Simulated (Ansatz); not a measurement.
Consider CH7GeN.

The calculation's input:

```
crystal:
  periodic: [false, false, false]
  atoms:
    - {symbol: N, position_ang: [-1.382759, 0.339467, -0.552582]}
    - {symbol: C, position_ang: [0.027378, 0.644874, -0.365238]}
    - {symbol: Ge, position_ang: [0.846779, -0.687204, 0.825524]}
    - {symbol: H, position_ang: [-1.501895, -0.547242, -1.025662]}
    - {symbol: H, position_ang: [-1.836099, 1.043183, -1.122535]}
    - {symbol: H, position_ang: [0.619881, 0.706325, -1.289927]}
    - {symbol: H, position_ang: [0.117863, 1.613290, 0.134040]}
    - {symbol: H, position_ang: [0.566733, -2.096815, 0.267027]}
    - {symbol: H, position_ang: [0.253695, -0.587241, 2.239208]}
    - {symbol: H, position_ang: [2.371524, -0.479834, 0.893046]}
basis:
  gaussian: {orbitals: def2-TZVPP}
hamiltonian: {xc: pbe0, dispersion: d4}
output: {orbitals: {seedname: orbitals}}
```

Run with:

```sh
ansatz run in.yaml --threads 2 --pin off --events-out ev --progress --plain --max-ram 4352MiB
```

Geometry: PBE0-D4/def2-TZVP.

Level of theory: Ansatz, RKS PBE0-D4/def2-TZVPP.

What can the converged electron density and electron localisation function tell about the bonding?

Answer. C–N (1.45 Å): ρ is about 1.9 e/Å³ halfway; the ELF peaks at about 0.90 between the atoms: a covalent bond.
C–Ge (1.97 Å): the density is about 0.88 e/Å³ at the midpoint; the ELF peaks at about 0.95 in the valence shell of C, 0.7 Å from its nucleus, and is about 0.75 at the midpoint.
N–H (1.01 Å): ρ is about 2.9 e/Å³ halfway; the ELF climbs to about 1 towards the hydrogen, as it does in any bond to H: an ordinary covalent bond to hydrogen.
Ge–H (1.54 Å): ρ at the midpoint is about 1.1 e/Å³; the ELF climbs to about 1 towards the hydrogen.

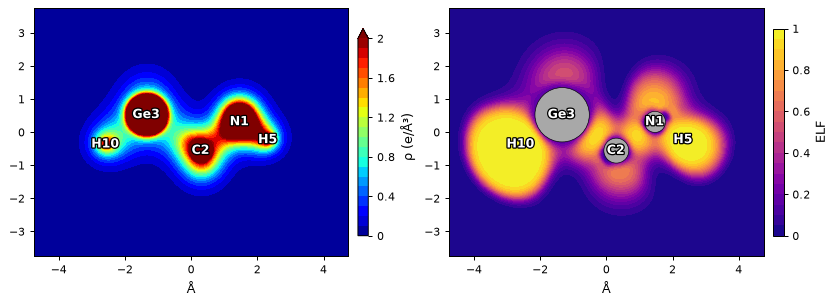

Computed electron density and electron localisation function on the plane of atoms C2, N1 and H5, in this order. Grey discs cover the atomic cores in the ELF map. 
